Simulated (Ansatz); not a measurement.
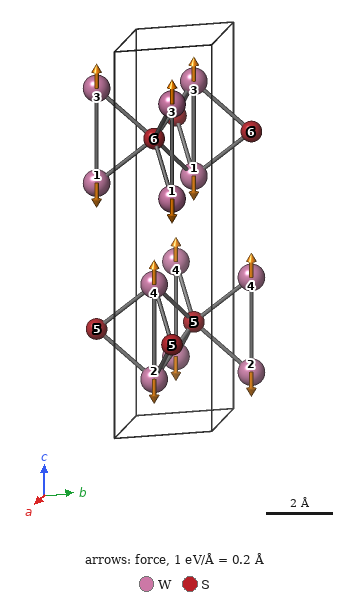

Starting geometry of solid W₂S (built on the 2H molybdenite_194 type) (coarse preliminary run) with the computed forces as orange arrows. The picture is a ball-and-stick view of the cell of the calculation, seen slightly off an axis.

Case: 2H molybdenite type (P6_3/mmc, No. 194).

Level of theory: DFT PBE, scalar-relativistic, plane waves, PAW in Ansatz.

Input
```yaml
crystal:
  lattice:
    - [3.0933830559, 0.0, 0.0]
    - [-1.546691528, 2.6789483101, 0.0]
    - [0.0, 0.0, 12.0319915855]
  atoms:
    - { symbol: W, position: [0.3333333333, 0.6666666667, 0.6275] }
    - { symbol: W, position: [0.6666666667, 0.3333333333, 0.1275] }
    - { symbol: W, position: [0.3333333333, 0.6666666667, 0.8725] }
    - { symbol: W, position: [0.6666666667, 0.3333333333, 0.3725] }
    - { symbol: S, position: [0.3333333333, 0.6666666667, 0.25] }
    - { symbol: S, position: [0.6666666667, 0.3333333333, 0.75] }
basis:
  ecutwfc: 420
kpoints:
  mp_grid: { grid: [6, 6, 2] }
hamiltonian:
  xc: pbe
scf:
  occupations: { method: gaussian, width: 0.1 }
  lower_state_search: "off"
output:
  forces: true
  stress: true
  eigenvalues: true
relax:
  adjacent_minimum: "off"
  f_tol: 0.04
  max_steps: 70
  cell: { stress_tol: 0.4 }
```

Run as
```bash
ansatz run input.yaml --threads 1 --pin off --max-ram 2560MiB --backend cpu --events-out ev --progress --plain --runs-dir out
```

Question: Is this structure relaxed? If not, where do the atoms go?

Answer: It isn't relaxed: the largest force vector, on W atoms, is 3.88 eV/Å. The atoms end up moving mostly along the starting forces (cosine between the two patterns 1.00). The largest moves relative to the cell, 0.33 Å, are those of W1, W2, W3 and W4. W3 goes along +c. S stays in place. The volume changes by −9.6 %, with a = b 3.093 → 3.102 Å (+0.3 %), c 12.032 → 10.824 Å (−10.0 %). Near-neighbour distances that change, for instance: W1–W4 3.550 → 2.763 Å, W1–W3 2.948 → 3.308 Å, W1–S6 2.316 → 2.438 Å, W1–W1 3.093 → 3.102 Å. New bonds form: W1–W4 (3.55 → 2.76 Å), W2–W3 (3.55 → 2.76 Å). Among the angles between lasting bonds that change: W1–S6–W3 79.1° → 85.5°, W1–S6–W1 83.8° → 79.0°, S6–W3–S6 83.8° → 79.0°. The space group stays P6_3/mmc (No. 194). After 5 accepted moves (6 points after the start) the energy has fallen by 736 meV per atom. The largest force component goes from 3.9 to 0.00044 eV/Å. Pressure: −1.41 GPa at the start and −0.02 GPa at the end. The SCF was repeated once at an unchanged geometry on a basis and grid sized afresh for the cell, which shifted the energy by 0.3 meV per atom at most. Cost: 29 s on 1 thread of Arm Neoverse V1, on a shared host, peak memory 0.37 GiB.
